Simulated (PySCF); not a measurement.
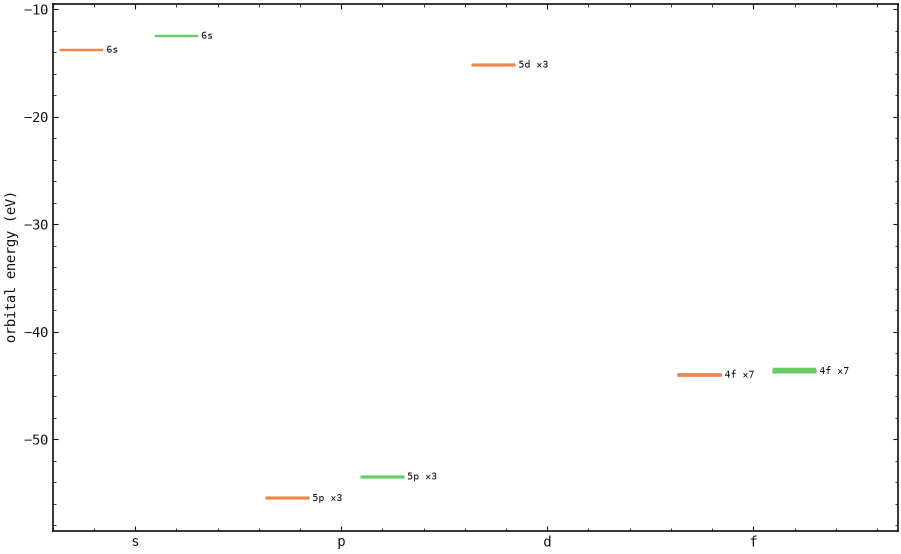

Fig. 1: Orbital energies of the mean field, from the top down to −55.5 eV, by angular momentum, α spin at the left of each column and β at the right; ×n counts the orbitals under one label. Empty levels that the record names by l alone aren't drawn. The highest filled orbital is 6s β at −12.5 eV, the lowest empty one d α at −13.6 eV.

**Atomic calculation, with input and output: W⁺**

W⁺, configuration 1s2 2s2 2p6 3s2 3p6 3d10 4s2 4p6 4d10 4f14 5s2 5p6 5d3 6s2, multiplicity 4. Computed at this level: unrestricted r2SCAN, ANO-RCC-VTZP, spin-free X2C-1e, Gaussian nucleus (PySCF).

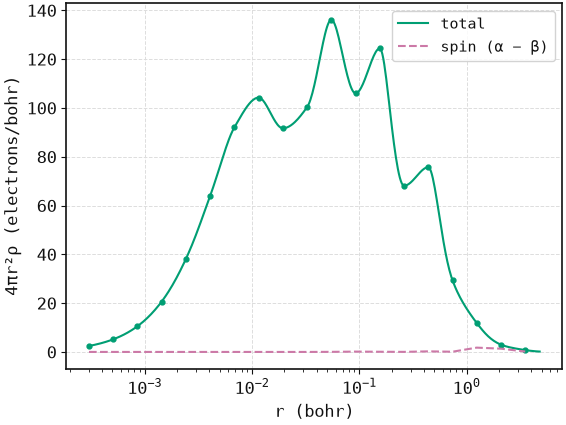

Fig. 2: Spherically averaged radial density 4πr²ρ of the mean field and its spin part; markers are the stored points, which are sparse, and the line is a monotone interpolation between them. The largest stored value is 136 electrons/bohr at r = 0.055 bohr. Root-mean-square radii of the shells: 4d 0.551, 4f 0.681, 5s 1.13, 5p 1.32, 5d 2.03, 6s 3.13 bohr.

These pictures come from the run below.

**The input**
```python
from pyscf import gto, scf, dft, mp, cc
import basis_set_exchange as bse
mol = gto.M(atom="W 0 0 0", charge=1, spin=3, symmetry="D2h",
            basis=gto.basis.parse(bse.get_basis("ANO-RCC-VTZP", elements=["W"], fmt="nwchem")),
            nucmod="G")
mf = dft.UKS(mol, xc="R2SCAN").sfx2c1e()
mf.irrep_nelec = {'Ag': (10, 10), 'B1g': (3, 2), 'B2g': (3, 2), 'B3g': (3, 2), 'Au': (1, 1), 'B1u': (6, 6), 'B2u': (6, 6), 'B3u': (6, 6)}
mf.kernel()
```

The script is an equivalent of what the driver set up; the driver started from orbitals of its own, so the log can be shorter than this script's would be, and it computed the properties (radii, ⟨L²⟩, response) afterwards. It held the occupations shell by shell, which the script's counts by irreducible representation don't always enforce.

**Output (extracts)**
```
damping factor = 0
level_shift factor = 0
DIIS = <class 'pyscf.scf.diis.CDIIS'>
diis_start_cycle = 1
diis_space = 10
diis_damp = 0
SCF conv_tol = 1e-09
SCF conv_tol_grad = None
number electrons alpha = 38  beta = 35
XC functionals = R2SCAN
    J. W. Furness, A. D. Kaplan, J. Ning, J. P. Perdew, and J. Sun.,  J. Phys. Chem. Lett. 11, 8208-8215 (2020)
    J. W. Furness, A. D. Kaplan, J. Ning, J. P. Perdew, and J. Sun.,  J. Phys. Chem. Lett. 11, 9248-9248 (2020)
    J. W. Furness, A. D. Kaplan, J. Ning, J. P. Perdew, and J. Sun.,  J. Phys. Chem. Lett. 11, 8208-8215 (2020)
    J. W. Furness, A. D. Kaplan, J. Ning, J. P. Perdew, and J. Sun.,  J. Phys. Chem. Lett. 11, 9248-9248 (2020)
cycle= 1 E= -16142.7131675364  delta_E= -0.0203  |g|= 0.37  |ddm|= 0.186
cycle= 2 E= -16142.6994126386  delta_E= 0.0138  |g|= 0.585  |ddm|= 0.141
cycle= 3 E= -16142.7332731307  delta_E= -0.0339  |g|= 0.105  |ddm|= 0.829
cycle= 4 E= -16142.7296851867  delta_E= 0.00359  |g|= 0.141  |ddm|= 0.229
cycle= 5 E= -16142.722814706  delta_E= 0.00687  |g|= 0.017  |ddm|= 1.11
cycle= 6 E= -16142.7222545302  delta_E= 0.00056  |g|= 0.0135  |ddm|= 0.309
cycle= 7 E= -16142.7222285934  delta_E= 2.59e-05  |g|= 0.0126  |ddm|= 0.0188
cycle= 8 E= -16142.7223272455  delta_E= -9.87e-05  |g|= 0.0153  |ddm|= 0.0354
cycle= 9 E= -16142.7222383982  delta_E= 8.88e-05  |g|= 0.0135  |ddm|= 0.0179
cycle= 10 E= -16142.7221153088  delta_E= 0.000123  |g|= 0.0118  |ddm|= 0.0207
cycle= 11 E= -16142.7220760934  delta_E= 3.92e-05  |g|= 0.0108  |ddm|= 0.0283
cycle= 12 E= -16142.7219837908  delta_E= 9.23e-05  |g|= 0.00419  |ddm|= 0.129
cycle= 13 E= -16142.7220263563  delta_E= -4.26e-05  |g|= 0.00494  |ddm|= 0.0139
cycle= 14 E= -16142.7219370937  delta_E= 8.93e-05  |g|= 0.00635  |ddm|= 0.11
cycle= 15 E= -16142.7219321846  delta_E= 4.91e-06  |g|= 0.00488  |ddm|= 0.0275
cycle= 16 E= -16142.7219289846  delta_E= 3.2e-06  |g|= 0.00226  |ddm|= 0.0775
cycle= 17 E= -16142.7219262248  delta_E= 2.76e-06  |g|= 0.00126  |ddm|= 0.0239
cycle= 18 E= -16142.7219249872  delta_E= 1.24e-06  |g|= 0.000709  |ddm|= 0.0149
cycle= 19 E= -16142.7219279231  delta_E= -2.94e-06  |g|= 0.00111  |ddm|= 0.00753
cycle= 20 E= -16142.7219251461  delta_E= 2.78e-06  |g|= 0.000496  |ddm|= 0.00888
cycle= 21 E= -16142.721924735  delta_E= 4.11e-07  |g|= 0.00042  |ddm|= 0.00744
cycle= 22 E= -16142.721924586  delta_E= 1.49e-07  |g|= 0.000244  |ddm|= 0.00346
cycle= 23 E= -16142.7219244256  delta_E= 1.6e-07  |g|= 3.62e-05  |ddm|= 0.00263
cycle= 24 E= -16142.7219244284  delta_E= -2.89e-09  |g|= 2.21e-05  |ddm|= 0.00119
cycle= 25 E= -16142.7219244273  delta_E= 1.11e-09  |g|= 1.53e-05  |ddm|= 0.000143
cycle= 26 E= -16142.721924427  delta_E= 3.33e-10  |g|= 8.32e-06  |ddm|= 0.000111
converged SCF energy = -16142.721924427  <S^2> = 3.7586023  2S+1 = 4.0042988
```

**Summary**

```
      quantity                      value
       outcome                  converged
  total energy        −16142.7219 hartree
          ⟨S²⟩                      3.759
          ⟨L²⟩                      12.01
SCF iterations                         26
      hardware  1 CPU thread, shared host
      CPU time     23 s (integrals apart)
```

**Notes**

The driver held the occupations shell by shell, and empty d levels lie below the filled 6s. The script shown fixes the counts by irreducible representation only, so by itself it can fall to another configuration. Radii and densities are those of the two-component orbitals, without the picture-change correction, so the innermost s shells come out slightly too small (about 1 % for 1s near Z = 40, more for heavier atoms). This is not the ground configuration of the species.
